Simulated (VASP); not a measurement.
Consider the following.

```
CELL_PARAMETERS angstrom
      0.00000     2.09503     2.09503
      2.09503     0.00000     2.09503
      2.09503     2.09503     0.00000
ATOMIC_POSITIONS crystal
  Ag 0.00000 0.00000 0.00000
```

All values below come from revPBE GGA, VASP's PBE PAW potentials (set 64) (plane waves; VASP). Numerical set-up: 520 eV cut-off, 17×17×17 Γ-centred mesh, tetrahedra with Blöchl corrections, potentials Ag.

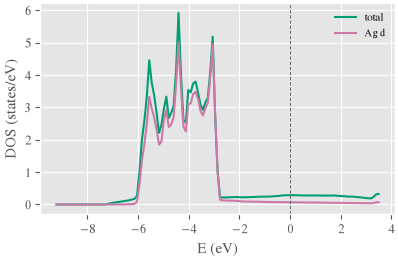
Fig. 1. Total and projected density of states, zero at the Fermi level

Within 2 eV below the Fermi level the largest weight inside VASP's projection spheres is Ag d, then Ag p.

It has no gap at this level: it comes out as a metal or semimetal.

The compound is Ag in the fcc structure. It was relaxed first, which changed the volume by +8 %.
